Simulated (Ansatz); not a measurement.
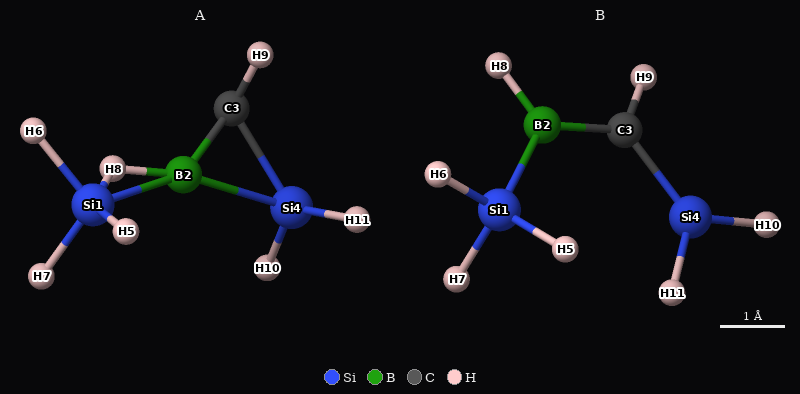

Two geometries of CH7BSi2, drawn at one scale. One is the start of a relaxation, the other its converged end. Style: ball-and-stick. Shown at a tilt.

Level of theory: UKS r2SCAN/STO-3G in Ansatz 0.2.0. Settings: collinear spin; force threshold 0.02 eV/Å; at most 50 steps.

Question: Which of the two is the end point?

Answer: Structure B is the relaxed one. The run prepares an end point of a later path (hydrogen shift) calculation, from a guessed geometry. Over 22 accepted moves (23 points after the start) the energy falls by 12.062 eV. Largest force component: 23 eV/Å at the start, 0.015 eV/Å at the end. The line search rejected the trial step at point 18 of the run. The largest moves after the best rigid fit, 1.77 Å, are those of H10 and H11. Largest moves by element: H 1.77 Å, B 1.01 Å, C 0.38 Å, Si 0.37 Å. Among the contacts that change: Si1–H8 1.004 → 2.709 Å, B2–Si4 2.079 → 2.837 Å, C3–Si4 1.828 → 1.713 Å, Si1–B2 1.876 → 1.969 Å. Bonds break: Si1–H8 (1.00 → 2.71 Å). Among the angles between lasting bonds that change: Si1–B2–H8 27.8° → 116.7°, B2–C3–Si4 75.2° → 124.0°, Si1–B2–C3 151.4° → 126.0°. Cost: 2.5 min on 1 thread of Arm Neoverse V1, with other jobs on the host, peak memory 0.2 GiB.

Limits of the set-up: STO-3G is a minimal basis, so the numbers are rough.
